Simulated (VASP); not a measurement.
Band structure of TiSi₂ (space group Fddd). Computed with r2SCAN meta-GGA, VASP's PBE PAW potentials (set 64) (plane waves; VASP 6.6.1).

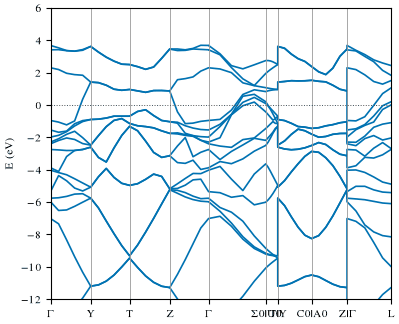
Fig. 1. Bands along high-symmetry lines, zero at the valence-band maximum or, without a gap, the Fermi level

Q: Read the plot: is there a gap, and where are the band edges?

A: It has no gap at this level: it comes out as a metal or semimetal.

The structure comes from a computed database's TiSi2 entry (Fddd); how it stands against other phases isn't given here. It was relaxed first.
